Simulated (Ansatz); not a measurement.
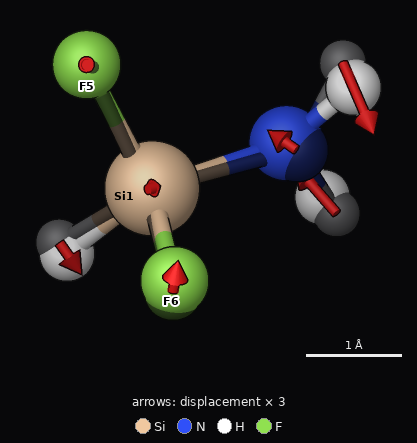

A relaxation of SiNH3F2. The starting structure is drawn faded, the final one solid; red arrows show the displacements, magnified 3 times. The two geometries are superimposed by the best rigid fit.

The picture is a ball-and-stick view, seen at a tilt.

The run prepares the start of a later molecular dynamics calculation, from a guessed geometry.

All numbers below come from RKS B3LYP/6-31G* (Ansatz 0.2.0).

Input file:
```yaml
crystal:
  periodic: [false, false, false]
  atoms:
    - { symbol: Si, position_ang: [0.0, 0.0, 0.0] }
    - { symbol: "N", position_ang: [0.0, 0.0, 1.82] }
    - { symbol: H, position_ang: [-0.877, -0.2713, 2.35] }
    - { symbol: H, position_ang: [0.877, 0.2713, 2.35] }
    - { symbol: F, position_ang: [1.4994, 0.0, -0.5295] }
    - { symbol: F, position_ang: [-0.7489, 1.2974, -0.5295] }
    - { symbol: H, position_ang: [-0.6877, -1.1914, -0.4862] }
basis:
  gaussian: { orbitals: "6-31G*" }
hamiltonian:
  xc: b3lyp
relax:
  f_tol: 0.02
  max_steps: 40
```

Command:
```bash
ansatz run input.yaml --threads 1 --pin off --max-ram 2048MiB --backend cpu --events-out ev --progress --plain --runs-dir out
```

Q: Which element moves most?

A: Hydrogen: up to 0.32 Å, against 0.13 Å for fluorine.

Q: What happened in the run?

A: The largest move after the best rigid fit is that of H4, 0.32 Å. By element the largest moves are H 0.32 Å, F 0.13 Å, N 0.13 Å, Si 0.07 Å. Some distances before and after: Si1–N2 1.820 → 1.701 Å, N2–H3 1.060 → 1.012 Å, Si1–F6 1.589 → 1.607 Å, Si1–H7 1.459 → 1.473 Å. Among the angles between lasting bonds that change: H3–N2–H4 120.0° → 112.1°, N2–Si1–F6 109.5° → 114.9°, F5–Si1–F6 109.5° → 104.3°. The energy falls by 37.1 kJ/mol in 7 geometry steps. Largest force component: 3.4 eV/Å at the start, 0.014 eV/Å at the end.
